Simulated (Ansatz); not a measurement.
NaF (rock salt)

```xyz
2
Lattice="0.0000 2.3508 2.3508 2.3508 0.0000 2.3508 2.3508 2.3508 0.0000" Properties=species:S:1:pos:R:3 pbc="T T T"
F      0.0000     0.0000     0.0000
Na     2.3508     2.3508     2.3508
```

E(V) scan at fixed shape, V₀ the volume above. Symmetry pins the atoms to their sites.

Calculation: PBE (plane waves to 420 eV, PAW, scalar-relativistic; Ansatz, a program for electronic structure). k mesh 12×12×12 (Γ-centred), Fermi-Dirac smearing 0.05 eV. E stands for the smeared free energy. NaF was relaxed with its symmetry unable to fall. The relaxed volume of NaF is well above the measured one; the method has no dispersion term. The zero of ΔE is the relaxed starting cell.

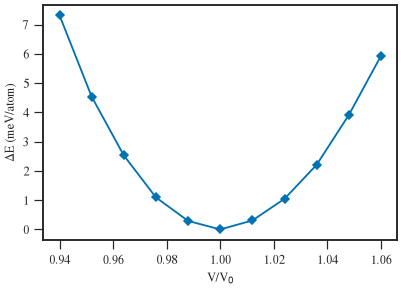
*ΔE (meV/atom) against V/V₀; computed points joined by lines.*

### Question
What bulk modulus B₀ follows from a third-order Birch-Murnaghan fit?

### Answer
About 45 GPa.

### Question
What is ΔE at V/V₀ = 1.060?

### Answer
About 5.9 meV/atom.

### Question
What is ΔE at V/V₀ = 0.940?

### Answer
About 7.3 meV/atom.

(Under strain, the slope of the energy per volume gives the stress and its curvature an elastic modulus.)
